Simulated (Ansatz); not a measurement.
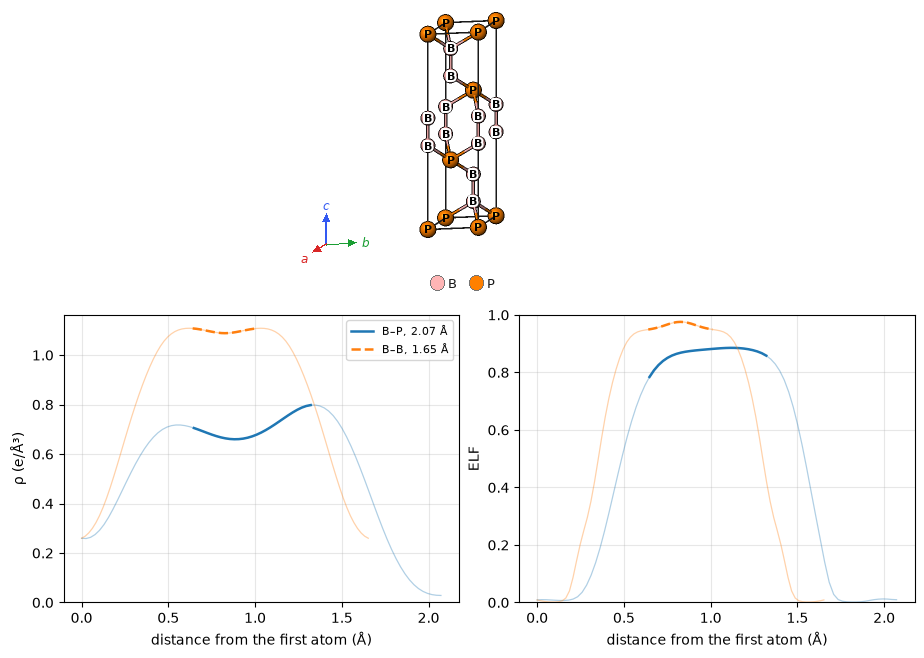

B$_{2}$P. Valence charge density (pseudo) and ELF along straight lines between neighbouring atoms. Thin, pale parts lie inside the atomic spheres. The structure is drawn too.

Space group R-3m; a generated structure, not necessarily the stable one; computed pressure about 3 GPa in this cell.

All numbers below come from Kohn-Sham DFT of a periodic cell, PBE, Ansatz PAW in Ansatz 0.2.0.

Core electrons are frozen (PAW), and the valence fields are smoothed inside the atomic spheres.

Input

```
crystal:
  lattice:
    - [1.4999688, 0.8660025, 3.92488]
    - [-1.4999688, 0.8660025, 3.92488]
    - [0.0, -1.732005, 3.92488]
  atoms:
    - { symbol: B, position: [0.42934, 0.42934, 0.42934] }
    - { symbol: B, position: [0.57066, 0.57066, 0.57066] }
    - { symbol: P, position: [0.0, 0.0, 0.0] }
hamiltonian:
  xc: pbe
  pseudopotentials: { kind: paw }
kpoints:
  mp_grid: { grid: [10, 10, 10] }
scf:
  occupations: { method: fermi_dirac, width: 0.05 }
output:
  forces: true
  stress: true
  eigenvalues: true
  write_density: true
  write_potential: true
  elf: true
  volumetric_format: npy
relax:
  f_tol: 0.01
  max_steps: 40
```

Command:

```sh
ansatz run input.yaml --threads 2 --pin off --max-ram 5632MiB --backend cpu --events-out ev --progress --plain --runs-dir out
```

Below, planes, directions and counts refer to the conventional cell (a = 3.00 Å, b = 3.00 Å, c = 11.77 Å, α = 90.00°, β = 90.00°, γ = 120.00°).

> Compare the contacts.

B–P (2.07 Å): ρ is about 0.69 e/Å³ halfway; the ELF peaks at about 0.90 between the atoms.
B–B (1.65 Å): ρ is about 1.1 e/Å³ halfway; the ELF peaks at about 1 between the atoms.
